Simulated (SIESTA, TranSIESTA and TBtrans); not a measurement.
Device: Ta chain bridged by a linear C2 unit along the axis. Leads: straight Ta chain, spacing 2.35 Å. Geometry: 4 atoms about the centre moved by SIESTA (PBE, DZP) to a largest force of 0.00 eV/Å, all others as built, motion along the axis alone.

Computed with TranSIESTA and TBtrans, PBE, DZP numerical orbitals (energy shift 0.15 eV), PseudoDojo norm-conserving scalar-relativistic potentials, mesh cutoff 200 Ry, 300 K, spin-polarised (collinear), no spin-orbit coupling; self-consistent non-equilibrium Green functions.

Energies count from the leads' Fermi level. Transmissions are for each spin. The energy step is 0.01 eV; narrower resonances are cut or missed.

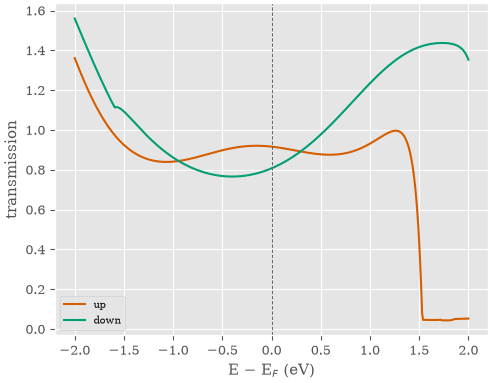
Fig. 1. Transmission against energy

```
E (eV)   T up  T down  lead channels up  down
------  -----  ------  ----------------  ----
-2.00    1.36    1.56                 4     3
-1.80    1.14    1.33                 4     3
-1.60    0.98    1.12                 4     3
-1.40    0.89    1.04                 4     4
-1.20    0.85    0.94                 4     4
-1.00    0.84    0.86                 4     4
-0.80    0.86    0.81                 4     4
-0.60    0.89    0.78                 6     4
-0.40    0.91    0.77                 6     4
-0.20    0.92    0.78                 6     4
0.00     0.92    0.81                 6     4
0.20     0.90    0.86                 6     6
0.40     0.88    0.93                 6     6
0.60     0.88    1.03                 6     6
0.80     0.89    1.13                 6     6
1.00     0.93    1.23                 6     6
1.20     0.99    1.33                 6     6
1.40     0.90    1.39                 6     6
1.60    0.046    1.43                 4     6
1.80    0.044    1.44                 2     6
2.00    0.053    1.35                 1     6
```

The magnetic order of the leads was set by the start, and no other order was tried; the separate lead runs end at 1.06 (left) and 1.06 (right) μB an atom. The straight chain is held at its spacing; free chains may zigzag or dimerise. Spin-orbit coupling, left out here, matters for the heavy atoms.
